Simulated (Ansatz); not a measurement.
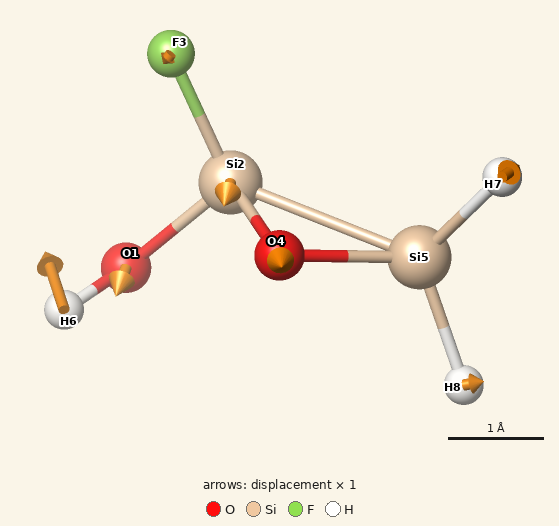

A relaxation of Si₂H₃O₂F (coarse preliminary run). The starting structure is drawn; orange arrows show the displacements, at their true length. The two geometries are superimposed by the best rigid fit.

The picture is a ball-and-stick view, seen at a tilt.

The start comes from a force field.

Level of theory: RKS PBE-D4/def2-SVP (Ansatz 0.2.0).

Input
```yaml
crystal:
  periodic: [false, false, false]
  atoms:
    - {symbol: O, position_ang: [-1.655400, 0.989500, 0.630700]}
    - {symbol: Si, position_ang: [-0.121300, 0.596800, 0.663900]}
    - {symbol: F, position_ang: [0.390500, 0.519400, 2.144700]}
    - {symbol: O, position_ang: [0.041200, -0.898200, 0.044200]}
    - {symbol: Si, position_ang: [0.988500, -0.312500, -1.087500]}
    - {symbol: H, position_ang: [-2.308400, 0.334700, 0.869100]}
    - {symbol: H, position_ang: [2.361100, -0.912300, -0.897500]}
    - {symbol: H, position_ang: [0.395900, -0.374600, -2.423300]}
basis:
  gaussian: {orbitals: def2-SVP}
hamiltonian: {xc: pbe, dispersion: d4}
relax: {f_tol: 0.03, max_steps: 200}
```

Launched with:
```bash
ansatz run in.yaml --threads 2 --pin off --events-out ev --progress --plain --max-ram 4352MiB
```

> Which element moves most?

Hydrogen: up to 0.95 Å, against 0.42 Å for oxygen.

> What happened in the run?

The largest move after the best rigid fit is that of H6, 0.95 Å. Largest moves by element: H 0.95 Å, O 0.42 Å, Si 0.40 Å, F 0.15 Å. Some distances before and after: O4–Si5 1.588 → 1.774 Å, O1–Si2 1.584 → 1.656 Å, Si2–F3 1.569 → 1.635 Å, Si2–O4 1.626 → 1.689 Å. Bond angles that change, for instance: Si2–O4–Si5 89.5° → 79.2°, F3–Si2–O4 106.4° → 114.9°, H7–Si5–H8 117.8° → 109.8°. Groups turn about O1–Si2 by about 100°. After 20 accepted moves (25 points after the start) the energy has fallen by 22.0 kcal/mol. The largest force component goes from 4.6 to 0.022 eV/Å. The line search rejected the trial steps at points 7, 16, 18, 22, 24 of the run.
